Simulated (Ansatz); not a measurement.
# Calculations on WH$_{3}$OCl$_{4}$

### Relaxation

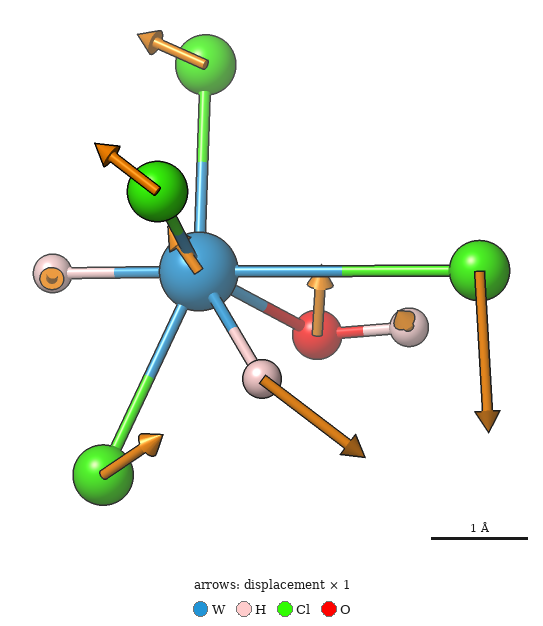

This is a relaxation of WH3OCl4 (multiplicity 2). The starting structure is drawn; orange arrows show the displacements, at their true length. The two geometries are superimposed by the best rigid fit.

The picture is a ball-and-stick view, seen at a tilt.

The run prepares an end point of a later path (reaction) calculation, from a guessed geometry.

These are results of Ansatz, UKS PBE/def2-SVP, not measurements. Settings: collinear spin; force threshold 0.03 eV/Å; at most 50 steps.

> Describe the change and its energy.

Over 21 accepted moves (23 points after the start) the energy falls by 184.0 kJ/mol. Largest force component: 0.72 eV/Å at the start, 0.018 eV/Å at the end. The line search rejected the trial steps at points 5, 15 of the run. A Cl atom moves most after the best rigid fit: 1.71 Å. By element the largest moves are Cl 1.71 Å, H 1.37 Å, O 0.81 Å, W 0.59 Å. Some distances before and after: H–W 1.741 → 3.423 Å, Cl–H 2.555 → 1.337 Å, Cl–W 3.065 → 4.115 Å, Cl–H 1.833 → 2.072 Å. New bonds form, among them: Cl–H (2.56 → 1.34 Å). Bonds break, among them: Cl–W (3.07 → 4.11 Å), H–W (1.74 → 3.42 Å). Among the angles between lasting bonds that change: W–O–H 108.2° → 129.4°, Cl–W–Cl 155.6° → 170.5°, Cl–W–H 72.4° → 84.2°. Groups turn about O–W by about 60°.

### Relaxation

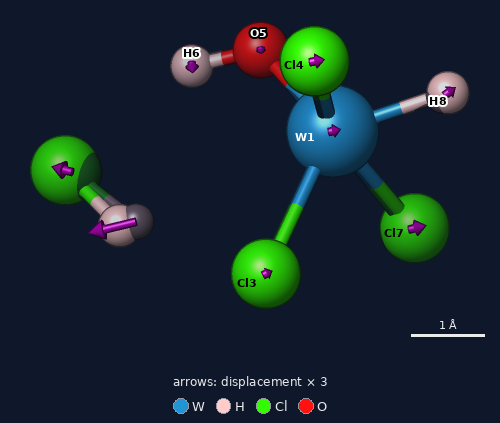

A relaxation of WH₃OCl₄ (multiplicity 2). The starting structure is drawn faded, the final one solid; purple arrows show the displacements, magnified 3 times. The two geometries are superimposed by the best rigid fit.

Style: ball-and-stick. Shown at a tilt.

The run prepares an end point of a later path (reaction) calculation, from a guessed geometry.

The calculation used Ansatz, UKS PBE/def2-SVP.

Input
```yaml
crystal:
  periodic: [false, false, false]
  atoms:
    - { symbol: W, position_ang: [-0.139905, -0.002798, -0.331482] }
    - { symbol: H, position_ang: [0.467758, -0.028295, 2.530283] }
    - { symbol: Cl, position_ang: [1.894853, 0.024225, 0.835909] }
    - { symbol: Cl, position_ang: [0.185875, 2.263452, -0.740464] }
    - { symbol: O, position_ang: [-1.781898, -0.022343, 0.476225] }
    - { symbol: H, position_ang: [-1.848359, -0.037148, 1.472666] }
    - { symbol: Cl, position_ang: [0.242424, -2.261403, -0.73479] }
    - { symbol: H, position_ang: [-0.235426, -0.005206, -2.016181] }
    - { symbol: Cl, position_ang: [-0.612422, -0.056784, 3.341534] }
magnetization:
  spin_polarized: true
  initial_magnetization: 1
basis:
  gaussian: { orbitals: def2-SVP }
hamiltonian:
  xc: pbe
relax:
  f_tol: 0.03
  max_steps: 50
```

Launched with:
```bash
ansatz run input.yaml --threads 4 --pin off --max-ram 5120MiB --backend cpu --events-out ev --progress --plain --runs-dir out
```

Question: What happened in the run?

Answer: Over 8 geometry steps the energy falls by 3.15 kJ/mol. The largest force component goes from 0.5 to 0.0032 eV/Å. The largest move after the best rigid fit is that of H2, 0.24 Å. Largest moves by element: H 0.24 Å, Cl 0.11 Å, W 0.06 Å, O 0.03 Å. Among the contacts that change: W1–H2 2.926 → 3.215 Å, H2–Cl9 1.351 → 1.316 Å, W1–Cl3 2.346 → 2.337 Å. Among the angles between lasting bonds that change: Cl3–W1–O5 124.0° → 121.3°. Cost: 39 s on 4 threads of Arm Neoverse V2, with other jobs on the host, peak memory 0.27 GiB.

Limits of the set-up: the start holds two separate molecules, 2.2 Å apart at their closest, whose relative position is a soft coordinate and is computed without a dispersion correction.

### Path

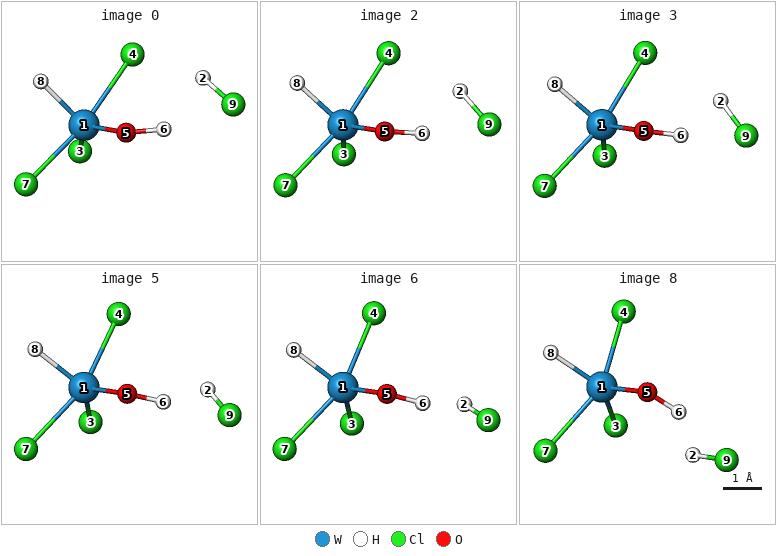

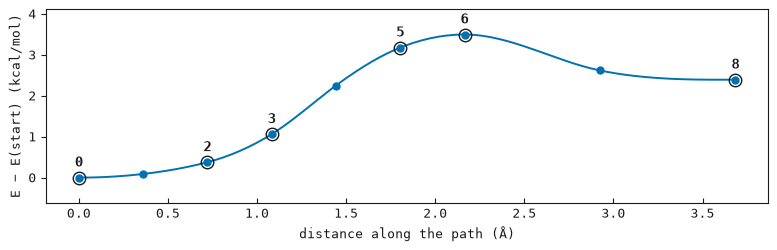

NEB run on WH₃OCl₄ (multiplicity 2). Images are numbered from 0 (start) to 8 (end). Style: ball-and-stick. Shown from a free direction.

Theory: UKS PBE/def2-SVP in Ansatz 0.2.0. Set-up: 7 movable images; climbing image; force threshold 0.03 eV/Å; iteration limit 44; starting path through a guess of the saddle point.

**Describe the mechanism and the energy profile.**

No bond forms or breaks between the ends. Bond angles that change up to the highest image, for instance: Cl4–W1–Cl7 170.5° → 157.8°, Cl3–W1–O5 137.6° → 125.6°. Forward barrier 3.49 kcal/mol, backward barrier 1.10 kcal/mol, with image 6 at the top; the reaction energy is +2.39 kcal/mol. The band converged in 35 iterations. The largest component of the band force went from 3.8 to 0.022 eV/Å. The climbing image converged on the top of the path. Its vibrational analysis gives one imaginary mode (146i cm⁻¹), as a transition state must have.
